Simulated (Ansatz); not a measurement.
# AlO+ (triplet): PBE, r2SCAN, PBE0, B3LYP, wB97M-V, B2PLYP, RPA-PBE over vertical gaps between states, cc-pVDZ

Aim: run AlO+ (triplet) with these functionals over vertical gaps between states, and hold them against the top wave-function level at the same points.

Program: Ansatz 0.2.0, Gaussian basis. Level of theory: cc-pVDZ, all electrons in the functionals, frozen cores in the correlation of double hybrids and RPA. These are calculated values, not measurements.

The runs, in order: PBE, r2SCAN, PBE0, B3LYP, wB97M-V, B2PLYP, RPA-PBE, at charge 1, triplet; charge 1, singlet; charge 1, quintet.

9 further runs of the same task are left out: 5 for a known fault of the program, 4 set aside as unsound or not needed.

**1. The system**

The geometry is a PBE0/def2-TZVP stationary point (not a proven minimum).

2 atoms, charge 1, spin multiplicity 3.

Atoms are counted from 1 here; the program's logs count them from 0.

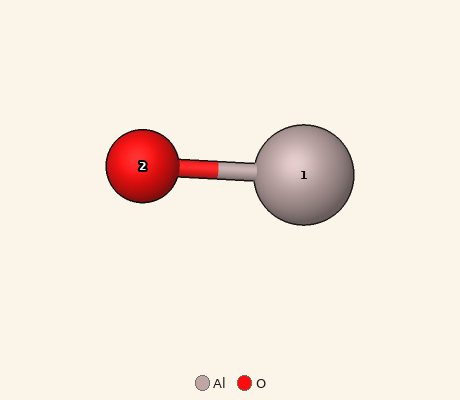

The structure; aluminium light grey, oxygen red; atoms are numbered from 1 in the order of the file.

No dispersion term is added; wB97M-V holds VV10 nonlocal correlation. B3LYP takes the VWN-RPA correlation.

The geometry shown and the zero of energy belong to the point charge 1, triplet. The yardstick, FCI, and other wave-function levels (R restricted, U unrestricted, valence and pair active spaces) come from earlier runs.

**2. PBE, charge 1, triplet**

Contents of in.yaml:

```yaml
crystal:
  periodic: [false, false, false]
  atoms:
    - {symbol: Al, position_ang: [0.000000, 0.000000, 0.000000]}
    - {symbol: O, position_ang: [0.000000, 0.000000, 1.732900]}
basis:
  gaussian: {orbitals: cc-pVDZ}
total_charge: 1
magnetization: {spin_polarized: true, initial_magnetization: 2}
hamiltonian: {xc: {name: PBE}}
output: {orbitals: {seedname: orbitals}}
```

Command:

```
ansatz run in.yaml --threads 1 --pin off --events-out ev --progress --plain --max-ram 4096MiB --backend cpu
```

The runs that follow: PBE, charge 1, singlet; PBE, charge 1, quintet; r2SCAN, charge 1, triplet; r2SCAN, charge 1, singlet; r2SCAN, charge 1, quintet; PBE0, charge 1, triplet; PBE0, charge 1, singlet; PBE0, charge 1, quintet; B3LYP, charge 1, triplet; B3LYP, charge 1, singlet; B3LYP, charge 1, quintet; wB97M-V, charge 1, triplet; wB97M-V, charge 1, singlet; wB97M-V, charge 1, quintet; B2PLYP, charge 1, triplet; B2PLYP, charge 1, singlet; B2PLYP, charge 1, quintet; RPA-PBE, charge 1, triplet; RPA-PBE, charge 1, singlet; RPA-PBE, charge 1, quintet.

**Question.** What will the summary of the whole plan be? Wanted: triplet to singlet, FCI; triplet to quintet, FCI; largest miss, PBE; largest miss, r2SCAN; largest miss, PBE0; largest miss, B3LYP; largest miss, wB97M-V; largest miss, B2PLYP; largest miss, RPA-PBE.

As calculated:

```
               quantity                           value
triplet to singlet, FCI                        0.182 eV
triplet to quintet, FCI                        5.532 eV
      largest miss, PBE  +0.599 eV (triplet to quintet)
   largest miss, r2SCAN  +0.321 eV (triplet to quintet)
     largest miss, PBE0  +0.218 eV (triplet to quintet)
    largest miss, B3LYP  +0.527 eV (triplet to quintet)
  largest miss, wB97M-V  +0.671 eV (triplet to quintet)
   largest miss, B2PLYP  +0.346 eV (triplet to quintet)
  largest miss, RPA-PBE  +0.015 eV (triplet to quintet)
 largest miss, RCCSD(T)  +0.036 eV (triplet to singlet)
```

Of the functionals, RPA-PBE keep the smallest largest miss at the points compared (at most 0.015 eV) and wB97M-V strays most (0.671 eV, at triplet to quintet). PBE, r2SCAN, PBE0, B3LYP, wB97M-V, B2PLYP, RPA-PBE clearly break the spin symmetry at some points (⟨S²⟩ up to 1.01 above the pure value), so energy there is bought with a mixed spin. Functionals and the yardstick converge differently with the basis, so part of each miss in cc-pVDZ is the basis.
